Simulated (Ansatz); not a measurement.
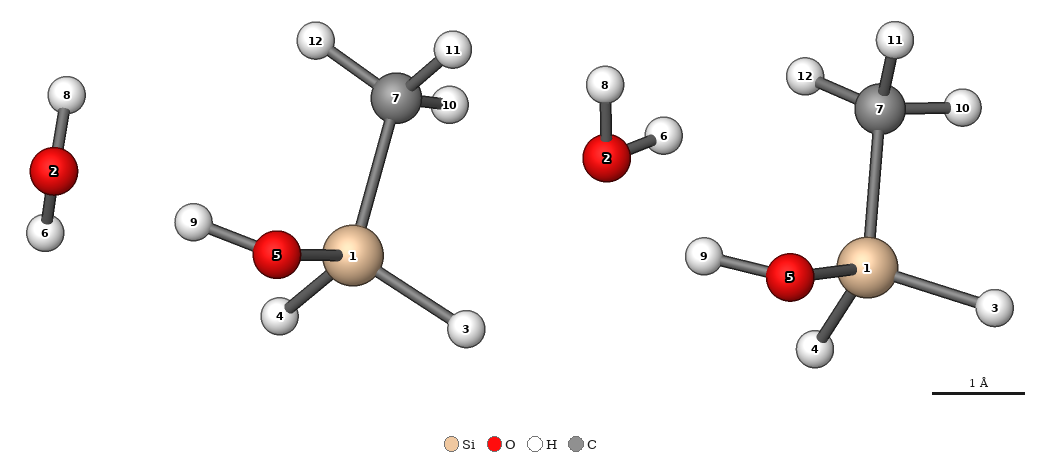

Two geometries of CH$_{8}$O$_{2}$Si, drawn at one scale. One is the start of a relaxation, the other its converged end. A ball-and-stick model, seen at a tilt.

Computed with UKS r2SCAN/6-31G* in Ansatz. (collinear spin; force threshold 0.03 eV/Å; at most 50 steps)

**Which one is relaxed?**

The left one is the relaxed one. The run prepares an end point of a later path (reaction) calculation, from a guessed geometry. The energy falls by 0.162 eV in 21 accepted moves (26 points after the start). The largest force component goes from 0.36 to 0.01 eV/Å. The line search rejected the trial steps at points 5, 10, 13, 14, 21 of the run. The forces were under the threshold at step 15, but the run went on from there. The atom that moves furthest after the best rigid fit is H6 (1.53 Å). Largest moves by element: H 1.53 Å, O 0.47 Å, C 0.42 Å, Si 0.15 Å. Some distances before and after: Si1–H4 1.497 → 1.505 Å. Bond angles that change, for instance: Si1–C7–H12 118.1° → 112.4°, Si1–O5–H9 108.2° → 111.6°, Si1–C7–H10 107.5° → 110.5°. Groups turn about Si1–C7 by about 20°. Cost: 2 min on 2 threads of Arm Neoverse V1, on a shared host, peak memory 0.21 GiB.
